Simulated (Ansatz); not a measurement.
# Is the response still linear at 0.5 V/Å? CrGe2N4 monolayer

The dipole of a slab grows in proportion to a weak field along its normal. Does the weak-field slope carry to a strong field?

How it was computed: Ansatz 0.2.0, plane waves with PAW datasets (its set soft_2), PBE+U-D3(BJ); atoms held at their relaxed places, 18 Å of vacuum, dipole correction, cell area 7.87 Å², spin-polarised, 18×18 k-points, smearing 0.05 eV. Without field the slab has no gap over 0.05 eV.

```
  run  field (V/Å)  dipole (e·Å)
run 1        −0.10      −0.03632
run 2         0.00       0.00000
run 3         0.10       0.03632
run 4         0.50             ?
```

**Question.** What value belongs in the row marked “?”, and how far can the other rows tell?

A least-squares line through the 3 rows shown has slope 0.363200 and intercept 0.000000; no row lies more than 0.00001 e·Å off it. A perfect conductor with that slope would be 180.95 × 0.36320 / 7.87 = 8.35 Å thick. At 0.50 it gives 0.363200 × 0.50 + 0.000000 = 0.18160 e·Å, beyond the rows fitted. Rounding and scatter of the rows alone allow about ±0.00002 e·Å there.

The run itself gives 0.18169 e·Å: a miss of +0.00009 e·Å. That is under 1 % of the induced dipole, so the response is still linear.

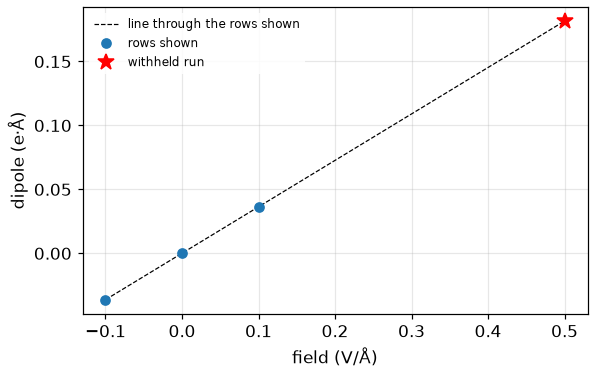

The fit and the withheld run.

Caveats: Ions are held, so this is the electronic response. Of the series that stay linear within 1 %, this collection keeps about one in seven, and it keeps all that bend. With a small gap or none the response hangs on mesh and smearing, which were not varied here.

[Logs are printed without paths, hosts, clocks, repeated set-up lines and the standing remarks that a program may print on its own settings, such as how far it seeks lower states.]
